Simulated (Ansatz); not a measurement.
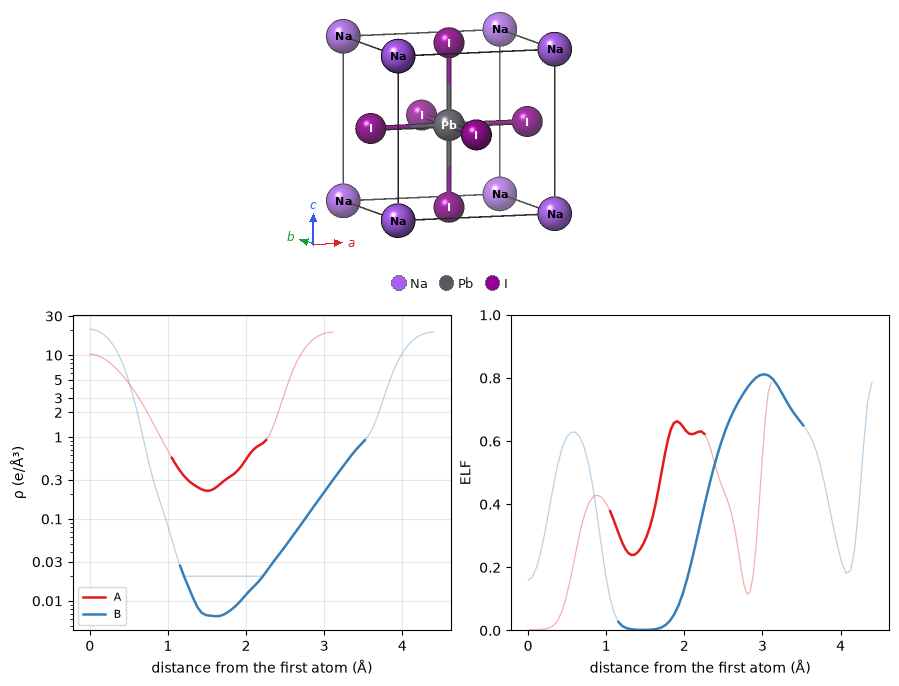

The picture shows: NaPbI3. Valence electron density and ELF along straight lines between neighbouring atoms. Thin, pale parts lie inside the atomic spheres. The structure is drawn too.

Space group Pm-3m; started from the cubic perovskite prototype, which need not be the ambient phase.

Method: DFT, PBEsol, plane waves, PAW (Ansatz).

The density is the valence pseudo-density of a PAW calculation; it isn't the true density close to the nuclei.

Input

```
crystal:
  lattice:
    - [5.85437874, 0.0, 0.0]
    - [0.0, 5.85437874, 0.0]
    - [0.0, 0.0, 5.85437874]
  atoms:
    - { symbol: Na, position: [0.0, 0.0, 0.0] }
    - { symbol: Pb, position: [0.5, 0.5, 0.5] }
    - { symbol: I, position: [0.5, 0.5, 0.0] }
    - { symbol: I, position: [0.5, 0.0, 0.5] }
    - { symbol: I, position: [0.0, 0.5, 0.5] }
kpoints:
  mp_grid: { grid: [4, 4, 4] }
hamiltonian:
  xc: pbesol
scf:
  occupations: { method: fermi_dirac, width: 0.03 }
relax:
  f_tol: 0.01
  cell: {}
  max_steps: 120
output:
  write_density: true
  write_potential: true
  elf: true
  volumetric_format: npy
```

Launched as:

```sh
ansatz run input.yaml --threads 2 --pin off --max-ram 2211MiB --backend cpu --events-out ev --progress --plain --runs-dir out
```

Below, planes, directions and counts refer to the conventional cell (a = 6.22 Å, b = 6.22 Å, c = 6.22 Å, α = 90.00°, β = 90.00°, γ = 90.00°).

The fields are those of the run's last geometry, not of the input's.

Which curve belongs to which contact (Na–I and Pb–I)? The first atom named is at distance zero.

Answer. Curve A: Pb–I (3.11 Å): the density is about 0.22 e/Å³ at the midpoint; the ELF is about 0.35 at the midpoint. Curve B: Na–I (4.40 Å): ρ at the midpoint is about 0.02 e/Å³, with its minimum of 0.007 e/Å³ about 1.7 Å from Na; the ELF peaks at about 0.80 in the valence shell of I, 1.4 Å from its nucleus, and drops to about 0 between the two atoms; no localised pair shows between them.
